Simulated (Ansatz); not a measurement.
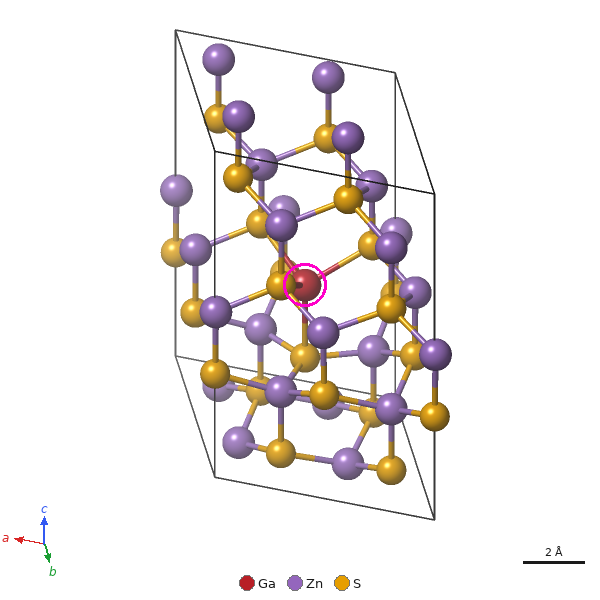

Drawn in the ball-and-stick manner and seen from a general direction. The supercell is outlined; an atom on or near a face, edge or corner is repeated at each equivalent position. The host is ZnS, in a cell of 32 sites, and the cell carries a charge of -1. A ring marks the defect's site.

Which defect is modelled here, and what are its neighbours?

Gallium on a zinc site (a substitutional impurity). It is bonded to four S in a distorted tetrahedral arrangement at about 2.6 to 2.8 Å.

The atoms were relaxed in the host's cell with DFT PBE, scalar-relativistic, plane waves, PAW (Ansatz 0.2.0).
